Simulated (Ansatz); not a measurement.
Breaking a bond: trigermane, SMILES [GeH3][GeH2][GeH3] (H₈Ge₃). The Ge1–Ge8 bond (Ge1 also carries Ge, H, H; Ge8 carries H, H, H) is varied alone, starting from the PBE0/def2-SVP optimised geometry.

Levels of theory: RKS-PBE = restricted PBE/cc-pVDZ (Ansatz, an electronic-structure program); RKS-BLYP = restricted BLYP/cc-pVDZ (Ansatz); RKS-PBE0 = restricted PBE0/cc-pVDZ (Ansatz); UKS-PBE = unrestricted PBE/cc-pVDZ run with Ansatz; UKS-BLYP = Ansatz with unrestricted BLYP/cc-pVDZ; UKS-PBE0 = unrestricted PBE0/cc-pVDZ (Ansatz); UCCSD(T) = CCSD(T) on UHF/cc-pVDZ, cores with 3d frozen run with Ansatz.

Cost and agreement with UCCSD(T) over the 16 points of the scan, with UCCSD(T) as yardstick. Costs are rough ratios of core time within Ansatz on shared cores, each with its mean field (Kohn-Sham runs search longer for lower solutions than correlated ones do); the miss is the largest difference from UCCSD(T) of the curve after the mean shift, in kJ/mol.

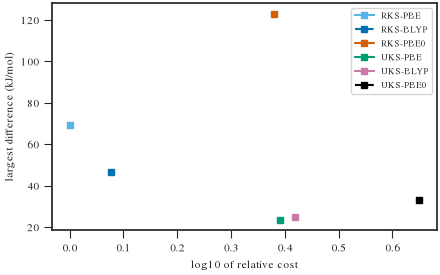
*Miss against cost, one point a level.*

| level | relative cost | largest difference |
|---|---|---|
| RKS-PBE | 1 | 69.3 |
| RKS-BLYP | 1 | 46.7 |
| RKS-PBE0 | 2 | 123.0 |
| UKS-PBE | 2 | 23.6 |
| UKS-BLYP | 3 | 25.0 |
| UKS-PBE0 | 4 | 33.0 |

Costs within a factor of two of each other count as equal.

The restricted form behind RKS-PBE, RKS-BLYP, RKS-PBE0 keeps the bonding electrons paired and can't separate into open-shell fragments. The unrestricted determinant behind UKS-PBE, UKS-BLYP is spin-contaminated at 4.49 to 7.12 Å (<S²> up to 1.0, against 0.00 for a pure singlet). The unrestricted determinant behind UKS-PBE0 is spin-contaminated at 3.94 to 7.12 Å (<S²> up to 1.0, against 0.00 for a pure singlet). The unrestricted determinant behind UCCSD(T) is spin-contaminated at 3.19 to 7.12 Å (<S²> up to 1.0, against 0.00 for a pure singlet).
